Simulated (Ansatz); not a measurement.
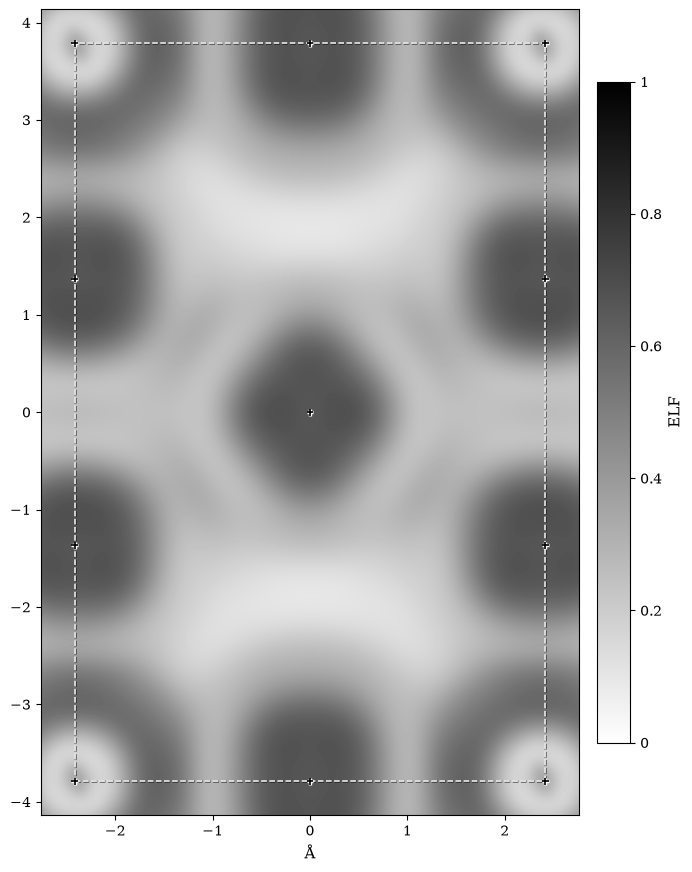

The electron localisation function on a plane through atoms (crosses mark nuclei in the plane).

These are results of Ansatz, DFT PBE, scalar-relativistic, plane waves, PAW, not measurements.

Candidates:
A. AsPt$_{4}$, a = 4.83 Å, b = 4.83 Å, c = 7.58 Å, α = 90.00°, β = 90.00°, γ = 90.00°. Space group I4/mmm; a structure generated by program, which may or may not match a known phase; computed without spin polarisation.
B. Yb$_{2}$Zr, a = 5.45 Å, b = 5.45 Å, c = 3.22 Å, α = 90.00°, β = 90.00°, γ = 120.00°. Space group P6/mmm; a structure generated by program, which may or may not match a known phase; computed without spin polarisation; no Hubbard U on the f states and no spin–orbit coupling.

Q: Which system is this?

A: Candidate A: AsPt$_{4}$ on the (100) plane of the conventional cell, which holds As and Pt. As–Pt (2.41 Å): the ELF is about 0.40 at the midpoint.
